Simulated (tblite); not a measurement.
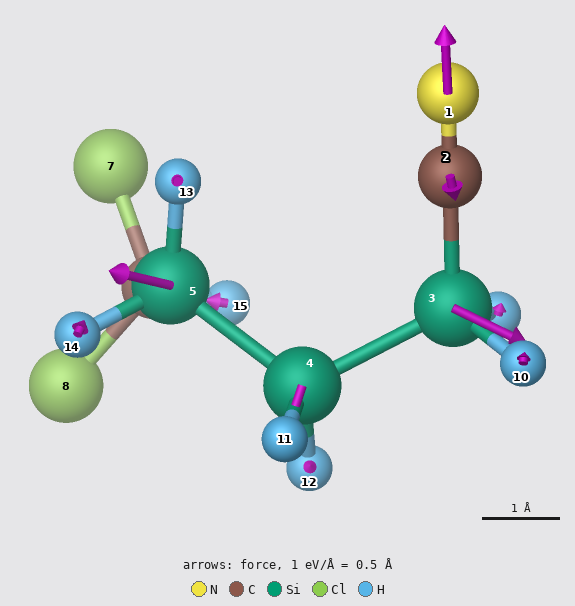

Starting geometry of C2H7Cl2NSi3 with the computed forces as purple arrows. The picture is a ball-and-stick view, seen at a tilt.

These are results of GFN2-xTB geometry optimisation, gas phase (tblite 0.8.0), not measurements. 

> What follows when this structure is relaxed?

It isn't relaxed: the largest force vector, on a Si atom, is 2.36 eV/Å. The final displacements have little in common with the starting forces (cosine between the two patterns 0.03). The largest move after the best rigid fit is that of a Cl atom, 2.81 Å. Largest moves by element: Cl 2.81 Å, H 2.23 Å, N 1.68 Å, C 1.17 Å, Si 0.48 Å. Some distances before and after: Si–Si 2.204 → 2.332 Å, Si–Si 2.219 → 2.325 Å, C–Si 1.858 → 1.933 Å, C–Si 1.817 → 1.868 Å. Among the angles between lasting bonds that change: C–Si–H 113.4° → 103.8°, Si–Si–H 106.1° → 115.4°, Si–Si–H 108.2° → 116.6°. Groups turn about Si–Si by about 65°, C–Si by about 55°. Over 235 geometry steps the energy falls by 0.625 eV.
